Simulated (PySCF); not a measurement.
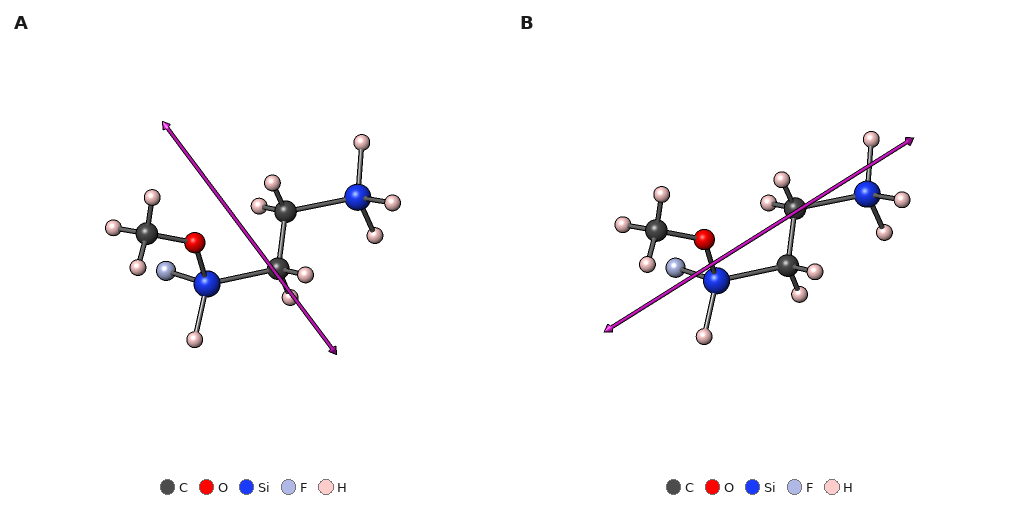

The double arrows show the directions of two transition dipoles from the ground state (lengths mean nothing). Computed geometry: GFN2-xTB optimisation. No frequency run is at hand to confirm it as a minimum. Method: TDDFT CAM-B3LYP/def2-SVPD, vertical, gas phase, core orbitals frozen in the response (PySCF 2.14.0).

**One belongs to singlet state 5 and one to singlet state 6. Which is which?**

A: state 6, 8.54 eV (145 nm), oscillator strength 0.018, of mixed character, with the largest part HOMO−2 → LUMO (weight 0.27).
B: state 5, 8.38 eV (148 nm), oscillator strength 0.033, of mixed character, with the largest part HOMO → LUMO+3 (weight 0.32).

The geometry is semi-empirical. Around Si such bond lengths and angles can be off by a tenth of an ångström or more and by several degrees, and values that hang on the shape move with them.
